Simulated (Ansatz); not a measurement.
**H5SSn (charge +1): density, localisation and related maps**

```yaml
atoms:
  - { symbol: S, position_ang: [0.3447, -1.4094, 0.6041] }
  - { symbol: Sn, position_ang: [0.0612, 1.0940, -0.1283] }
  - { symbol: H, position_ang: [-0.9659, -1.7080, 0.7243] }
  - { symbol: H, position_ang: [0.4376, -1.9452, -0.6310] }
  - { symbol: H, position_ang: [-1.1256, 0.9263, -1.3159] }
  - { symbol: H, position_ang: [-0.4037, 1.6981, 1.3756] }
  - { symbol: H, position_ang: [1.6517, 1.3442, -0.6288] }
```

Geometry: PBE0-D4/def2-TZVP; core potentials replace the inner electrons of Sn.

Method: RKS PBE0-D4/def2-TZVPP in Ansatz 0.2.0.

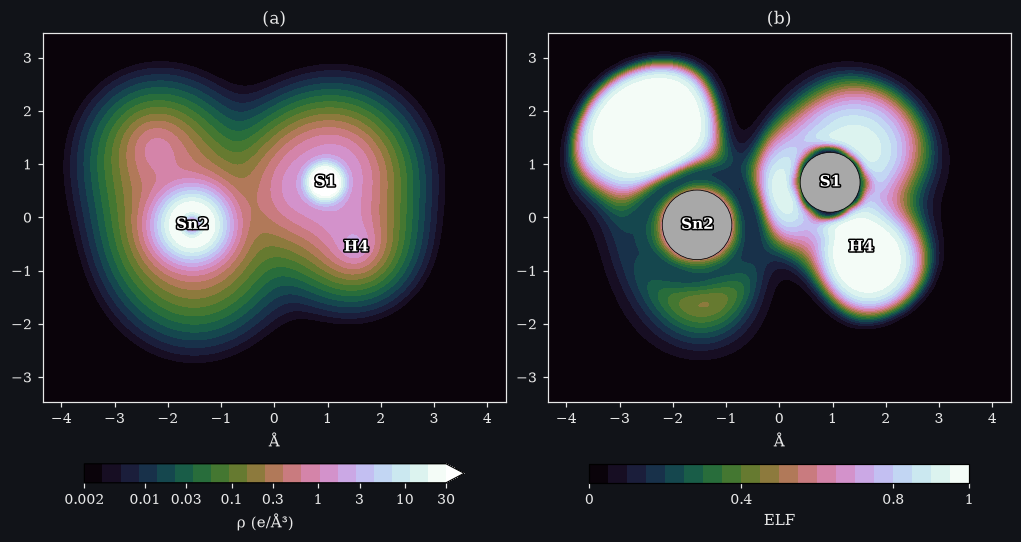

Figure 1. (a) electron density; (b) electron localisation function on the plane of atoms Sn2, S1 and H4. Grey discs cover the atomic cores in the ELF map.

Question: Read the bonding off the picture.

Answer: The section cuts through S, Sn and H sites.
Sn–S (2.62 Å): ρ is about 0.4 e/Å³ halfway; the ELF peaks at about 0.95 in the valence shell of S, 0.9 Å from its nucleus, and drops to about 0.15 between the two atoms.
S–H (1.35 Å): ρ is about 1.5 e/Å³ halfway; the ELF climbs to about 1 towards the hydrogen, as it does in any bond to H.
The ELF also peaks beside S1, away from the bonds: lone-pair regions.

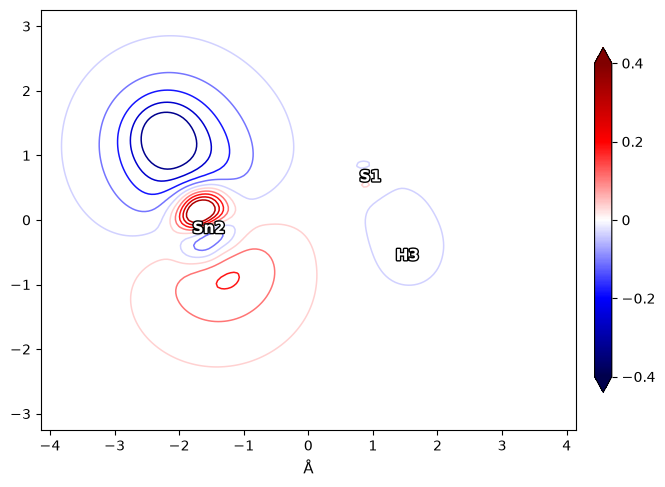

Figure 2. The HOMO−1 on the plane of atoms Sn2, S1 and H3 (values in Å⁻³ᐟ²; the overall sign is arbitrary).

Question: Where does this orbital lie, and at what energy?

Answer: It lies mainly on Sn2 (about 45 %), H6 (about 25 %) and H7 (about 25 %). Its energy is −14.74 eV.

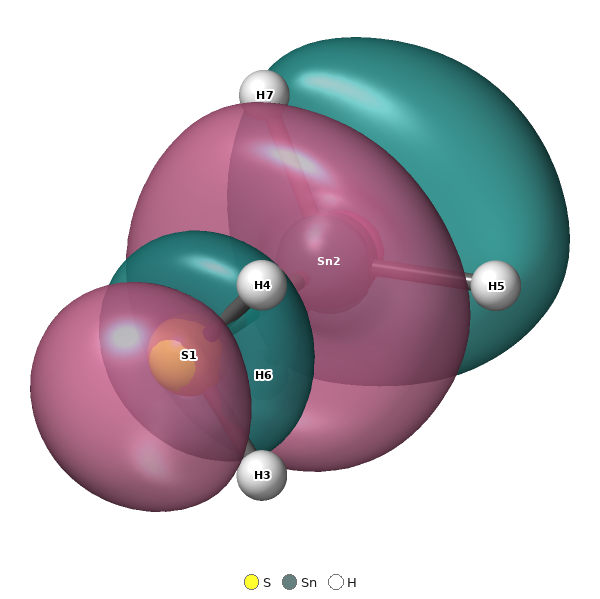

Figure 3. The LUMO at ±0.08 Å⁻³ᐟ² (teal and pink are the two phases), seen at an oblique angle.

Question: What is the character of this orbital?

Answer: Its weight (Hirshfeld) is mainly on Sn2 (about 60 %) and S1 (about 25 %). Its energy is −6.45 eV.
